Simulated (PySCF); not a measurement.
**C5H9FSi (SMILES C=C/C=C(/C)[SiH2]F): density, localisation and related maps**

```yaml
atoms:
  - { symbol: C, position_ang: [2.8019, -1.0227, 0.1088] }
  - { symbol: C, position_ang: [1.7167, -0.2607, 0.0008] }
  - { symbol: C, position_ang: [0.3719, -0.7697, 0.0966] }
  - { symbol: C, position_ang: [-0.7420, -0.0280, 0.0097] }
  - { symbol: C, position_ang: [-2.0925, -0.6711, 0.1221] }
  - { symbol: Si, position_ang: [-0.7236, 1.8397, -0.2492] }
  - { symbol: F, position_ang: [-2.2680, 2.3094, -0.2212] }
  - { symbol: H, position_ang: [2.7304, -2.0850, 0.2775] }
  - { symbol: H, position_ang: [3.7959, -0.6167, 0.0336] }
  - { symbol: H, position_ang: [1.8157, 0.8041, -0.1669] }
  - { symbol: H, position_ang: [0.2914, -1.8408, 0.2528] }
  - { symbol: H, position_ang: [-2.6377, -0.2562, 0.9693] }
  - { symbol: H, position_ang: [-2.6829, -0.4646, -0.7698] }
  - { symbol: H, position_ang: [-2.0116, -1.7490, 0.2489] }
  - { symbol: H, position_ang: [-0.2591, 2.2389, -1.5722] }
  - { symbol: H, position_ang: [-0.1141, 2.5814, 0.8479] }
```

Geometry: GFN2-xTB.

The calculation used PBE0/pcSseg-1, SCF density, gas phase, non-relativistic in PySCF 2.14.0.

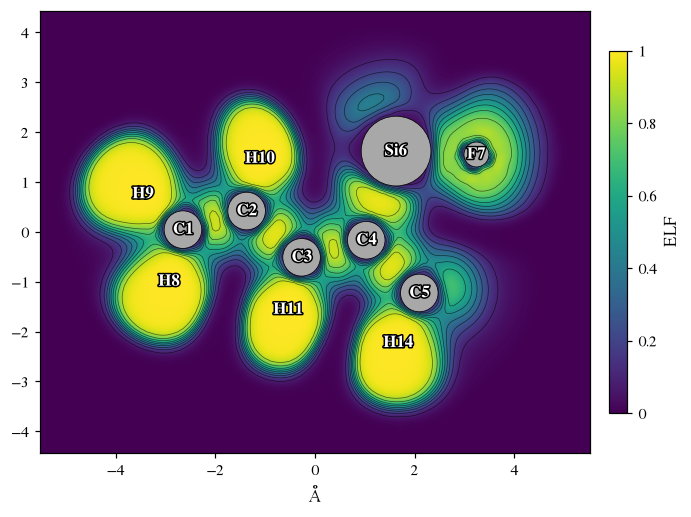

Figure 1. ELF on the plane of atoms C5, C4 and Si6. Grey discs cover the atomic cores.

**Read the bonding off the picture.**

- The plane passes through C, Si, F and H nuclei.
- C–C (1.33 Å): the ELF peaks at about 0.95 between the atoms (a multiple bond).
- Si–F (1.61 Å): the ELF peaks at about 0.85 in the valence shell of F, 0.5 Å from its nucleus, and is about 0.55 at the midpoint.
- C–Si (1.89 Å): the ELF peaks at about 0.95 between the atoms, as expected for a shared electron pair.
- C–H (1.08 Å): the ELF climbs to about 1 towards the hydrogen, as it does in any bond to H (a covalent bond by its length).
- C–C (1.44 Å): the ELF peaks at about 0.95 between the atoms, as expected for a covalent bond.
- The ELF also peaks beside F7, away from the bonds: lone-pair regions.

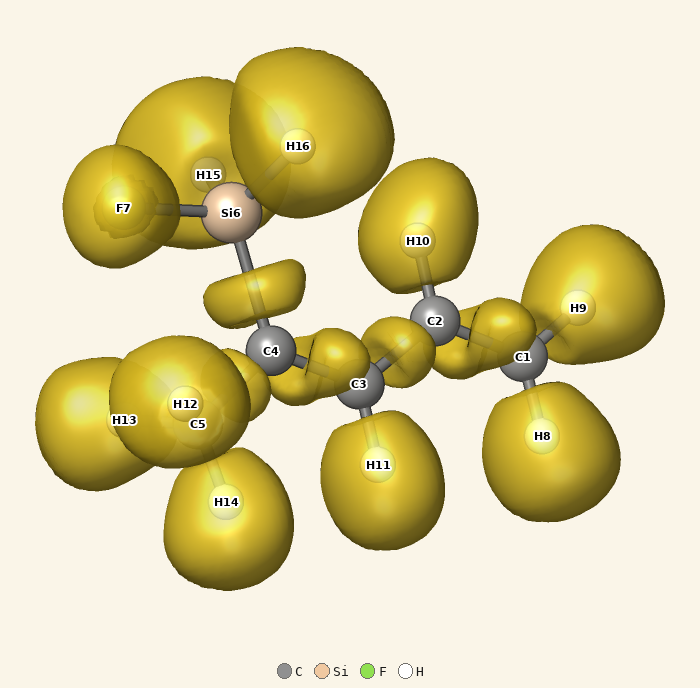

Figure 2. Isosurface of the electron localisation function at 0.75 (yellow), seen at a tilt. Core shells and regions of very low density are left out.

**Describe the localisation domains.**

The ELF exceeds this value in four regions between bonded C–C atoms (shared pairs), one region between bonded C–Si atoms (shared pairs), nine regions around hydrogen nuclei and one region wrapped around F (its lone pairs, merged into a ring or cap).

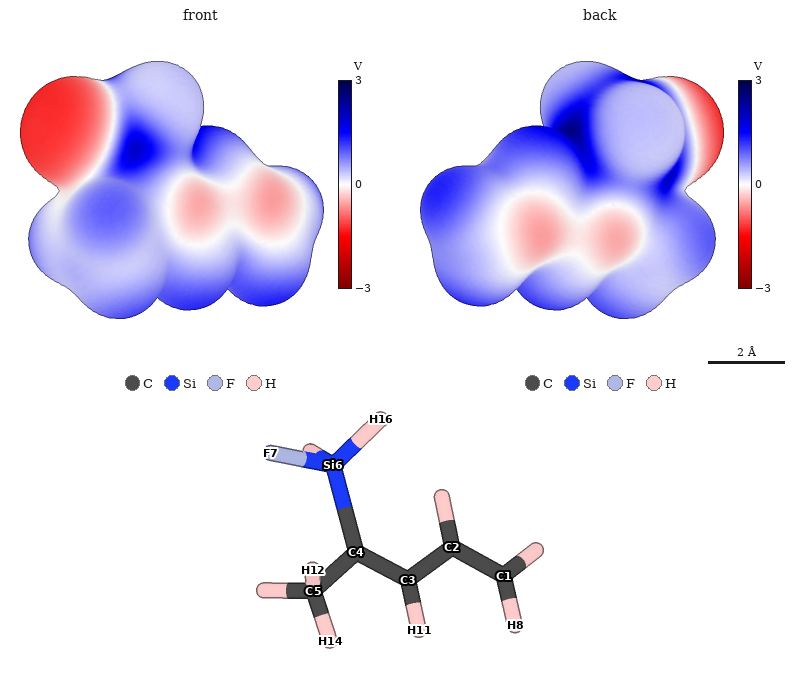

Figure 3. The molecular electrostatic potential painted on the density surface at 0.004 e/bohr³, seen from the front and from behind; the colour scale runs from red (negative) to blue (positive). The bare structure is drawn below in the same view.

**Where is the surface potential most negative and most positive?**

The most negative region (about −1.2 V) lies over F7, the most positive (about +2.2 V) over Si6.
